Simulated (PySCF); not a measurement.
**Spin–spin coupling calculation of C4H7N3Si**

- system: C4H7N3Si, SMILES C=Cn1ncc([SiH3])n1
- method: B97-2/IGLO-II indirect spin-spin coupling, non-relativistic, IEF-PCM methanol (PySCF 2.14.0)

The geometry comes from this level: GFN2-xTB. It belongs to a series of runs on one base structure; here: solvent methanol; B97-2/IGLO-II; conv 1e-11. Figures and captions count atoms from 1; the log counts them from 0 in places.

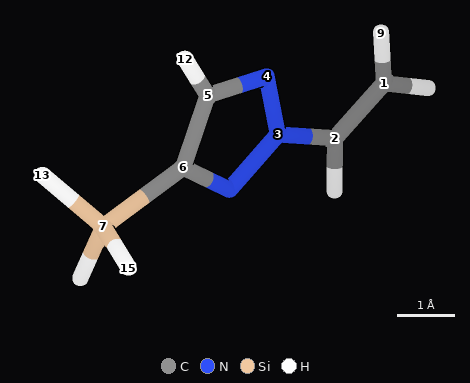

Figure 1. The input geometry (stick view, seen at a tilt; atoms are numbered from 1 in the order of the input). Bond lengths as drawn: C–C 1.32 to 1.41 Å, C–H 1.07 to 1.08 Å, C–N 1.32 to 1.38 Å, C–Si 1.87 Å, H–Si 1.46 to 1.47 Å and N–N 1.32 Å.

### Results in brief

| quantity | value |
| --- | --- |
| outcome | converged |
| total energy | −610.289194 hartree |
| HOMO | −6.83 eV |
| LUMO | −1.29 eV |
| dipole moment | 0.18 D |
| hardware | 1 CPU thread, shared host |
| wall time | 2.9 min |
| peak memory | 1.1 GiB |

### Remarks

Settings chosen away from the usual ones: solvent methanol; B97-2/IGLO-II; conv 1e-11.

### Input file
```
{"job": {"kind": "j", "xc": "B97-2", "basis": "IGLO-II", "solvent": "methanol", "scf": {"conv": 1e-11}}, "charge": 0, "multiplicity": 1}
C     -3.247451    -0.207843    -0.280677
C     -2.128821     0.433420    -0.580531
N     -0.882888     0.030041    -0.131543
N     -0.683871    -1.023246     0.640227
C      0.618500    -1.054278     0.826238
C      1.207622     0.026125     0.134314
Si     2.997468     0.555831    -0.006025
N      0.216790     0.681384    -0.454804
H     -3.228732    -1.087383     0.338435
H     -4.198055     0.132318    -0.646831
H     -2.076162     1.319212    -1.195602
H      1.084200    -1.812004     1.421053
H      3.806361    -0.667006    -0.002928
H      3.177622     1.306015    -1.245004
H      3.333001     1.375402     1.161765
```

The first line tells a small driver script what to run in PySCF; the rest is the geometry in Å.

Run as:
```bash
OMP_NUM_THREADS=1 python <driver script> task.json out
```

### The program's output
```
final grid: 127344 points
cycle   1  E = -610.2279404369  dE =  1.385e+00  |g| = 5.416e-01  |ddm| = 3.313e+00
cycle   2  E = -610.1299163748  dE =  9.802e-02  |g| = 8.838e-01  |ddm| = 8.614e-01
cycle   3  E = -610.2867110272  dE = -1.568e-01  |g| = 1.025e-01  |ddm| = 5.471e-01
cycle   4  E = -610.2885156878  dE = -1.805e-03  |g| = 5.242e-02  |ddm| = 1.110e-01
cycle   5  E = -610.2891463508  dE = -6.307e-04  |g| = 1.481e-02  |ddm| = 4.325e-02
cycle   6  E = -610.2891904624  dE = -4.411e-05  |g| = 3.652e-03  |ddm| = 1.166e-02
cycle   7  E = -610.2891933952  dE = -2.933e-06  |g| = 7.981e-04  |ddm| = 2.940e-03
cycle   8  E = -610.2891935247  dE = -1.294e-07  |g| = 2.598e-04  |ddm| = 6.889e-04
cycle   9  E = -610.2891935382  dE = -1.350e-08  |g| = 8.584e-05  |ddm| = 2.548e-04
cycle  10  E = -610.2891935394  dE = -1.251e-09  |g| = 4.085e-05  |ddm| = 8.091e-05
cycle  11  E = -610.2891935397  dE = -3.145e-10  |g| = 1.223e-05  |ddm| = 3.193e-05
cycle  12  E = -610.2891935398  dE = -3.274e-11  |g| = 3.847e-06  |ddm| = 1.030e-05
cycle  13  E = -610.2891935398  dE = -4.775e-12  |g| = 6.215e-07  |ddm| = 3.172e-06
converged SCF energy = -610.2891935398

Indirect spin-spin couplings (Hz)
  i      j    bonds     total        FC       PSO       DSO        SD
  0 C    1 C    1     85.195    93.511    -8.503     0.187         -
  0 C    2 N    2      0.629     0.259     0.173    -0.002     0.199
  0 C    3 N    3     -3.610    -3.276    -0.077    -0.011    -0.246
  0 C    4 C    4      0.299     0.360     0.017    -0.079         -
  0 C    5 C    4      1.002     1.025     0.059    -0.082         -
  0 C    7 N    3     -2.661    -2.039    -0.309     0.040    -0.352
  0 C    8 H    1    147.315   146.545     0.077     0.694         -
  0 C    9 H    1    155.186   154.481     0.091     0.613         -
  0 C   10 H    2      0.428     1.784    -0.802    -0.554         -
  0 C   11 H    5     -0.380    -0.348     0.236    -0.268         -
  0 C   14 H    6      0.331     0.362     0.128    -0.159         -
  1 C    2 N    1    -25.075   -26.186     1.621    -0.145    -0.364
  1 C    3 N    2     -6.182    -6.485     0.211     0.012     0.080
  1 C    4 C    3      2.905     2.781     0.242    -0.118         -
  1 C    5 C    3      3.372     3.368     0.107    -0.103         -
  1 C    7 N    2     -8.684    -9.052     0.252     0.005     0.112
  1 C    8 H    2     -7.460    -5.740    -1.317    -0.403         -
  1 C    9 H    2      3.602     5.249    -1.218    -0.428         -
  1 C   10 H    1    167.846   167.108    -0.296     1.035         -
  1 C   11 H    4      0.351     0.399     0.397    -0.445         -
  1 C   14 H    5     -0.393    -0.368     0.146    -0.172         -
  2 N    3 N    1    -14.540   -11.749    -2.951     0.059     0.102
  2 N    4 C    2     -3.927    -3.416     0.001    -0.014    -0.498
  2 N    5 C    2     -0.821    -0.519     0.244    -0.018    -0.529
  2 N    6 Si   3      6.318     6.146     0.108    -0.020     0.084
  2 N    7 N    1    -15.104   -12.159    -3.095     0.059     0.090
  2 N    8 H    3     -3.794    -3.884     0.147    -0.063     0.007
  2 N    9 H    3     -7.369    -7.402    -0.085     0.160    -0.041
  2 N   10 H    2     -2.877    -3.119     0.249    -0.018     0.011
  2 N   11 H    3     -8.642    -8.621    -0.204     0.241    -0.058
  2 N   12 H    4     -0.589    -0.631    -0.070     0.102     0.010
  2 N   13 H    4      0.196     0.195    -0.069     0.076    -0.006
  2 N   14 H    4     -0.365    -0.381    -0.066     0.084    -0.001
  3 N    4 C    1     -1.248    -6.070     5.774    -0.104    -0.848
  3 N    5 C    2      2.188     1.454     0.338     0.002     0.393
  3 N    6 Si   3      0.245     0.120     0.085    -0.024     0.064
  3 N    7 N    2     -1.918    -0.434    -1.875    -0.012     0.403
  3 N    9 H    4     -0.231    -0.223    -0.131     0.123     0.001
  3 N   10 H    3     -2.608    -2.781    -0.061     0.233     0.001
  3 N   11 H    2    -13.237   -14.260     0.872     0.136     0.016
  3 N   14 H    4      0.259     0.215    -0.061     0.096     0.009
  4 C    5 C    1     42.259    47.627    -5.694     0.326         -
  4 C    6 Si   2    -11.093   -10.989    -0.072     0.004    -0.036
  4 C    7 N    2      1.643     0.904     0.333     0.002     0.403
  4 C    9 H    5     -0.170    -0.145     0.323    -0.347         -
  4 C   10 H    4      0.496     0.606     0.343    -0.453         -
  4 C   11 H    1    182.066   181.532    -0.547     1.080         -
  4 C   12 H    3      0.391     0.458    -0.169     0.101         -
  4 C   13 H    3      4.306     4.356     0.271    -0.320         -
  4 C   14 H    3      0.820     0.870     0.032    -0.083         -
  5 C    6 Si   1    -90.179   -90.261     1.422    -0.130    -1.209
  5 C    7 N    1      4.294    -0.654     5.787    -0.120    -0.719
  5 C    9 H    5      0.244     0.304     0.250    -0.310         -
  5 C   11 H    2     12.823    13.653    -0.569    -0.261         -
  5 C   12 H    2      5.227     5.328    -0.109     0.008         -
  5 C   13 H    2      1.905     2.020    -0.061    -0.054         -
  5 C   14 H    2      3.026     3.079    -0.035    -0.017         -
  6 Si   7 N    2     13.099    13.100    -0.032     0.002     0.029
  6 Si   8 H    6     -0.240    -0.232    -0.116     0.128    -0.020
  6 Si   9 H    6     -0.414    -0.420    -0.124     0.136    -0.007
  6 Si  11 H    3     -0.366    -0.378    -0.062     0.051     0.023
  6 Si  12 H    1   -192.077  -192.271     0.685    -0.180    -0.311
  6 Si  13 H    1   -201.870  -202.119     0.777    -0.180    -0.348
  6 Si  14 H    1   -194.330  -194.553     0.716    -0.177    -0.315
  7 N    8 H    4      0.293     0.252    -0.100     0.146    -0.005
  7 N   10 H    3     -1.467    -1.643     0.266    -0.098     0.007
  7 N   11 H    3     -0.554    -0.802    -0.055     0.255     0.047
  7 N   12 H    3     -4.070    -4.141    -0.055     0.129    -0.002
  7 N   13 H    3     -0.537    -0.628     0.152    -0.069     0.007
  7 N   14 H    3     -0.904    -0.965     0.020     0.049    -0.008
  8 H    9 H    2     -4.681    -4.709     3.566    -3.538         -
  8 H   10 H    3     13.051    13.617     2.651    -3.217         -
  8 H   11 H    6      0.275     0.312     0.493    -0.531         -
  8 H   14 H    7     -0.281    -0.197     0.460    -0.544         -
  9 H   10 H    3      8.502     8.904     0.329    -0.730         -
  9 H   14 H    7     -0.290    -0.209     0.511    -0.593         -
 10 H   11 H    5      0.544     0.708     1.546    -1.710         -
 11 H   13 H    4     -0.432    -0.147     1.142    -1.428         -
 11 H   14 H    4     -0.543    -0.442     0.256    -0.357         -
 12 H   13 H    2      2.374     3.014     1.601    -2.241         -
 12 H   14 H    2      2.262     2.861     1.520    -2.118         -
 13 H   14 H    2      3.462     4.093     1.608    -2.240         -
```
